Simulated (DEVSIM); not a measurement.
Structure: Ge p-i-n diode, at 300 K.

```
layer (left to right)  material  thickness (μm)  Nd (cm⁻³)  Na (cm⁻³)  τn (s)  τp (s)
---------------------  --------  --------------  ---------  ---------  ------  ------
1                            Ge           0.840          -       2e18  6.1e-5  6.1e-5
2                            Ge            7.50       1e13          -  6.1e-5  6.1e-5
3                            Ge           0.590     4.3e17          -  6.1e-5  6.1e-5
```

Left contact: ohmic. Right contact: ohmic. Voltage is applied to the left contact. Recombination: SRH at mid-gap. Mobility is constant in doping.

This is a model device: material constants are rounded textbook-type values typed into the input, and sizes, dopings and lifetimes were drawn at random. Values at 300 K.

| parameter | Ge |
|---|---|
| gap (eV) | 0.664 |
| affinity (eV) | 4 |
| permittivity | 16 |
| Nc (cm⁻³) | 1.04e19 |
| Nv (cm⁻³) | 6e18 |
| μn (cm²/Vs) | 3900 |
| μp (cm²/Vs) | 1900 |

Model (solved in DEVSIM): 1D drift-diffusion, Boltzmann statistics, complete ionisation; no tunnelling, impact ionisation, image-force lowering or self-heating.

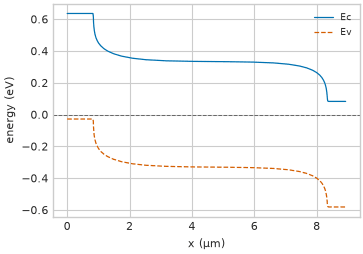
Figure: Band edges at zero bias

Energies count from the Fermi level of the right contact; mesh points crowd at the junctions.

```json
[
 {"x (μm)": "0.000", "Ec (eV)": "0.636", "Ev (eV)": "-0.028", "n (cm⁻³)": "2.2e8", "p (cm⁻³)": "2.0e18", "field (V/cm)": "≈ 0"},
 {"x (μm)": "0.03626", "Ec (eV)": "0.636", "Ev (eV)": "-0.028", "n (cm⁻³)": "2.2e8", "p (cm⁻³)": "2.0e18", "field (V/cm)": "≈ 0"},
 {"x (μm)": "0.1240", "Ec (eV)": "0.636", "Ev (eV)": "-0.028", "n (cm⁻³)": "2.2e8", "p (cm⁻³)": "2.0e18", "field (V/cm)": "≈ 0"},
 {"x (μm)": "0.3507", "Ec (eV)": "0.636", "Ev (eV)": "-0.028", "n (cm⁻³)": "2.2e8", "p (cm⁻³)": "2.0e18", "field (V/cm)": "≈ 0"},
 {"x (μm)": "0.7015", "Ec (eV)": "0.636", "Ev (eV)": "-0.028", "n (cm⁻³)": "2.2e8", "p (cm⁻³)": "2.0e18", "field (V/cm)": "≈ 0"},
 {"x (μm)": "0.7978", "Ec (eV)": "0.636", "Ev (eV)": "-0.028", "n (cm⁻³)": "2.2e8", "p (cm⁻³)": "2.0e18", "field (V/cm)": "≈ 0"},
 {"x (μm)": "0.8375", "Ec (eV)": "0.621", "Ev (eV)": "-0.043", "n (cm⁻³)": "3.8e8", "p (cm⁻³)": "1.2e18", "field (V/cm)": "-39000"},
 {"x (μm)": "0.8911", "Ec (eV)": "0.506", "Ev (eV)": "-0.158", "n (cm⁻³)": "3.3e10", "p (cm⁻³)": "1.3e16", "field (V/cm)": "-8800"},
 {"x (μm)": "1.007", "Ec (eV)": "0.449", "Ev (eV)": "-0.215", "n (cm⁻³)": "2.9e11", "p (cm⁻³)": "1.5e15", "field (V/cm)": "-3000"},
 {"x (μm)": "1.302", "Ec (eV)": "0.399", "Ev (eV)": "-0.265", "n (cm⁻³)": "2.1e12", "p (cm⁻³)": "2.1e14", "field (V/cm)": "-1100"},
 {"x (μm)": "2.102", "Ec (eV)": "0.354", "Ev (eV)": "-0.310", "n (cm⁻³)": "1.2e13", "p (cm⁻³)": "3.7e13", "field (V/cm)": "-290"},
 {"x (μm)": "5.155", "Ec (eV)": "0.332", "Ev (eV)": "-0.332", "n (cm⁻³)": "2.7e13", "p (cm⁻³)": "1.6e13", "field (V/cm)": "-20"},
 {"x (μm)": "7.101", "Ec (eV)": "0.316", "Ev (eV)": "-0.348", "n (cm⁻³)": "5.1e13", "p (cm⁻³)": "8.6e12", "field (V/cm)": "-240"},
 {"x (μm)": "7.867", "Ec (eV)": "0.279", "Ev (eV)": "-0.385", "n (cm⁻³)": "2.2e14", "p (cm⁻³)": "2.0e12", "field (V/cm)": "-950"},
 {"x (μm)": "8.223", "Ec (eV)": "0.215", "Ev (eV)": "-0.449", "n (cm⁻³)": "2.6e15", "p (cm⁻³)": "1.7e11", "field (V/cm)": "-3800"},
 {"x (μm)": "8.309", "Ec (eV)": "0.162", "Ev (eV)": "-0.502", "n (cm⁻³)": "2.0e16", "p (cm⁻³)": "2.2e10", "field (V/cm)": "-11000"},
 {"x (μm)": "8.342", "Ec (eV)": "0.102", "Ev (eV)": "-0.562", "n (cm⁻³)": "2.0e17", "p (cm⁻³)": "2.2e9", "field (V/cm)": "-24000"},
 {"x (μm)": "8.383", "Ec (eV)": "0.082", "Ev (eV)": "-0.582", "n (cm⁻³)": "4.3e17", "p (cm⁻³)": "1.0e9", "field (V/cm)": "-110"},
 {"x (μm)": "8.535", "Ec (eV)": "0.082", "Ev (eV)": "-0.582", "n (cm⁻³)": "4.3e17", "p (cm⁻³)": "1.0e9", "field (V/cm)": "≈ 0"},
 {"x (μm)": "8.759", "Ec (eV)": "0.082", "Ev (eV)": "-0.582", "n (cm⁻³)": "4.3e17", "p (cm⁻³)": "1.0e9", "field (V/cm)": "≈ 0"},
 {"x (μm)": "8.873", "Ec (eV)": "0.082", "Ev (eV)": "-0.582", "n (cm⁻³)": "4.3e17", "p (cm⁻³)": "1.0e9", "field (V/cm)": "≈ 0"},
 {"x (μm)": "8.930", "Ec (eV)": "0.082", "Ev (eV)": "-0.582", "n (cm⁻³)": "4.3e17", "p (cm⁻³)": "1.0e9", "field (V/cm)": "≈ 0"}
]
```
